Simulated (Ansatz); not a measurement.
```
atom    x (Å)    y (Å)    z (Å)
   C  -0.9799   0.8587  -0.4428
   C  -0.3280   0.2803   0.5569
   C   0.2979  -1.0692   0.5023
  Zn   2.4272   1.1247  -1.8584
   H  -1.1121   0.3576  -1.3970
   H  -1.4077   1.8496  -0.3443
   H  -0.2222   0.8220   1.4950
   H  -0.1076  -1.7235   1.2803
   H   1.3775  -1.0060   0.6779
   H   0.1381  -1.5456  -0.4668
```

Geometry: PBE0-D4/def2-TZVP; at this geometry the atoms fall into two loosely joined parts.

The calculation used Ansatz, RKS PBE0-D4/def2-TZVPP.

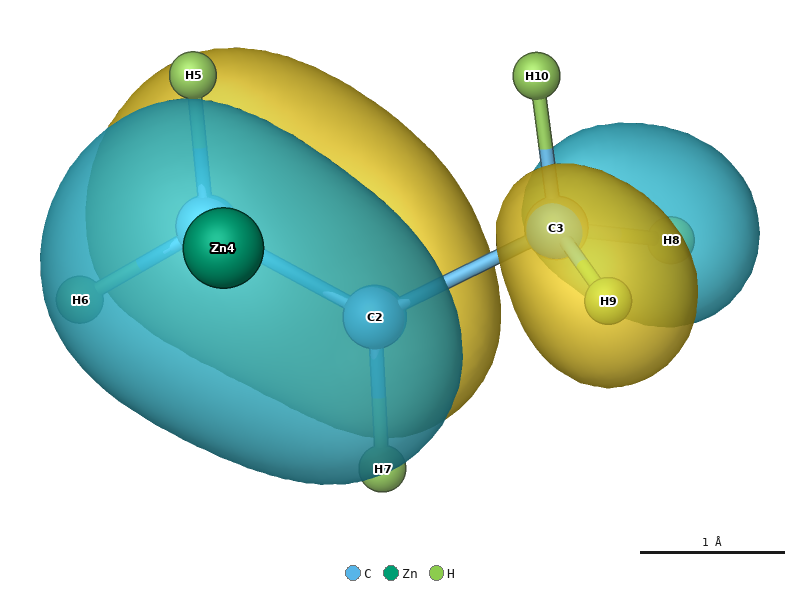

C3H6Zn. The HOMO−1 at ±0.1 Å⁻³ᐟ² (yellow and cyan are the two phases), seen from one side.

### Describe this orbital and give its energy.

Its weight (Hirshfeld) is mainly on C1 (about 40 %), C2 (about 30 %), C3 (about 5 %) and Zn4 (about 5 %); π-bonding across C1–C2. Its energy is −7.57 eV.
